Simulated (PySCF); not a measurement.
**C$_{6}$H$_{17}$AlN$_{2}$: density, localisation and related maps**

```yaml
atoms:
  - { symbol: C, position_ang: [-2.2434, -2.1748, -0.4043] }
  - { symbol: C, position_ang: [-1.8913, -1.0327, 0.1858] }
  - { symbol: Al, position_ang: [-0.5055, 0.1283, -0.6759] }
  - { symbol: N, position_ang: [-0.6726, 1.9052, -0.4363] }
  - { symbol: C, position_ang: [-1.9428, 2.5457, -0.7420] }
  - { symbol: N, position_ang: [1.2251, -0.3002, 0.3954] }
  - { symbol: C, position_ang: [2.3195, 0.4994, -0.1258] }
  - { symbol: C, position_ang: [1.0340, -0.0608, 1.8149] }
  - { symbol: C, position_ang: [1.4831, -1.7081, 0.1499] }
  - { symbol: H, position_ang: [-3.0567, -2.8109, -0.0700] }
  - { symbol: H, position_ang: [-1.7081, -2.5359, -1.2733] }
  - { symbol: H, position_ang: [-2.5045, -0.7486, 1.0480] }
  - { symbol: H, position_ang: [0.0099, -0.3504, -2.0697] }
  - { symbol: H, position_ang: [0.0118, 2.6232, -0.2254] }
  - { symbol: H, position_ang: [-2.6761, 1.7650, -0.9461] }
  - { symbol: H, position_ang: [-1.8828, 3.1919, -1.6254] }
  - { symbol: H, position_ang: [-2.3100, 3.1520, 0.0946] }
  - { symbol: H, position_ang: [3.2844, 0.1883, 0.2905] }
  - { symbol: H, position_ang: [2.3392, 0.3950, -1.2105] }
  - { symbol: H, position_ang: [2.1478, 1.5466, 0.1129] }
  - { symbol: H, position_ang: [0.7896, 0.9888, 1.9694] }
  - { symbol: H, position_ang: [0.1932, -0.6595, 2.1632] }
  - { symbol: H, position_ang: [1.9285, -0.3177, 2.3937] }
  - { symbol: H, position_ang: [1.5645, -1.8685, -0.9239] }
  - { symbol: H, position_ang: [2.4025, -2.0460, 0.6402] }
  - { symbol: H, position_ang: [0.6396, -2.2927, 0.5133] }
```

Geometry: GFN2-xTB.

All numbers below come from PBE0/pcSseg-1, SCF density, gas phase, non-relativistic (PySCF).

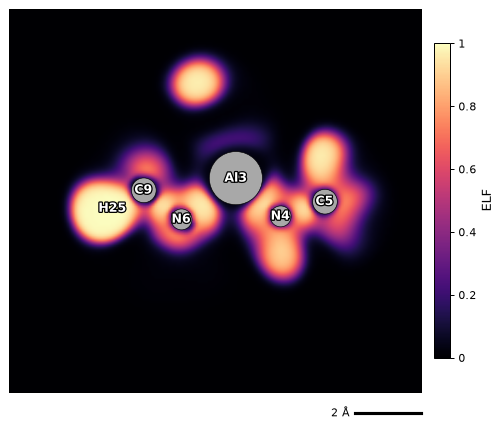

Figure 1. ELF on the plane of atoms Al3, N6 and C9. Grey discs cover the atomic cores.

Q: Interpret the plot.

A: The plane passes through Al, N, C and H nuclei. C–N (1.46 Å): the ELF peaks at about 0.90 between the atoms: a shared electron pair. Al–N (1.80 Å): the ELF peaks at about 0.90 in the valence shell of N, 0.7 Å from its nucleus, and is about 0.65 at the midpoint. Al–N (2.08 Å): the ELF peaks at about 0.95 in the valence shell of N, 0.8 Å from its nucleus, and is about 0.75 at the midpoint. C–H (1.10 Å): the ELF climbs to about 1 towards the hydrogen, as it does in any bond to H; an ordinary covalent bond to hydrogen.

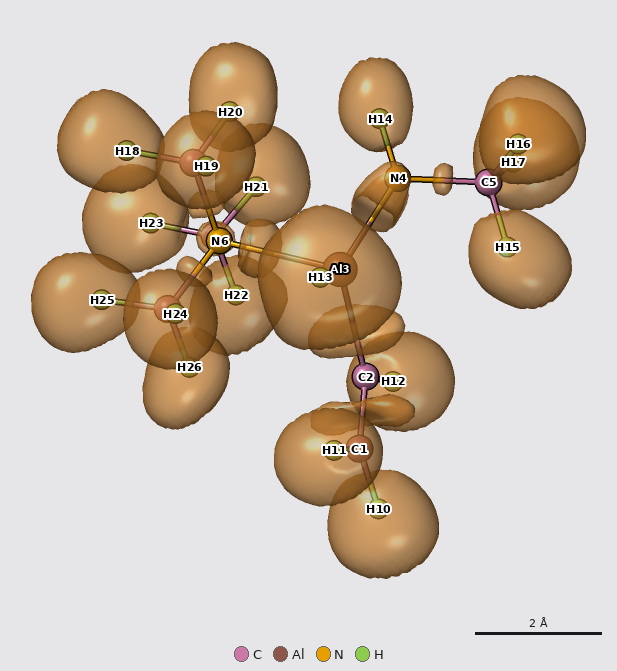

Figure 2. Isosurface of the electron localisation function at 0.85 (orange), seen across its widest extent. Core shells and regions of very low density are left out.

Q: Describe the localisation domains.

A: At this value the surface marks out one region between bonded Al–C atoms (shared pairs), one region between bonded C–C atoms (shared pairs), four regions between bonded C–N atoms (shared pairs), 17 regions around hydrogen nuclei and two lobes of the valence shell of N pointing towards Al. Along the contacts the grid gives the following. C–C (1.33 Å): the ELF peaks at about 0.90 between the atoms: a multiple bond. C–N (1.45 Å): the ELF peaks at about 0.95 between the atoms (a shared electron pair).

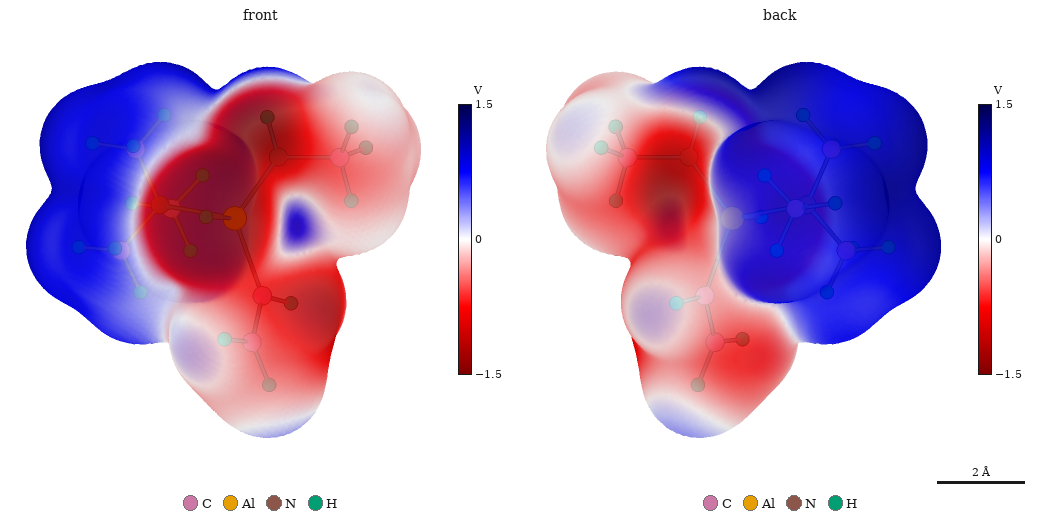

Figure 3. The molecular electrostatic potential painted on the density surface at 0.002 e/bohr³, seen from the front and from behind; the colour scale runs from red (negative) to blue (positive).

Q: Describe the electrostatic potential map.

A: The most negative region (about −1.4 V) lies over N4 and H13, the most positive (about +1.2 V) over H18, H20, H23 and H25.

Q: What dipole moment does the calculation give?

A: Its dipole moment is 4.73 D.
